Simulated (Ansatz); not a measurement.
The starting structures come from a database of crystals and need not be the phases stable at ambient conditions.

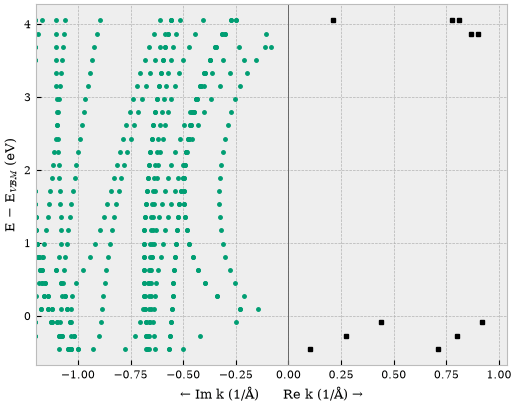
Fig. 1. Complex bands at the centre of the two-dimensional zone; r2SCAN in Ansatz (a quantum-chemistry and plane-wave program)

The gap is the functional's own. No spin-orbit coupling. Mid-gap values are interpolated on the energy grid.

Question: This is SnPbF4 (P4/nmm, not sure to be the ambient phase, 12 atoms a cell, 16.5 Å³ an atom, -2 GPa at this level) along the normal of (110). Read off the slowest decay at the centre of the two-dimensional zone at 1.89 eV, the computed energy nearest the middle of the gap.

Answer: κ ≈ 0.32 1/Å, a decay length 1/(2κ) of the density of 1.5 Å.
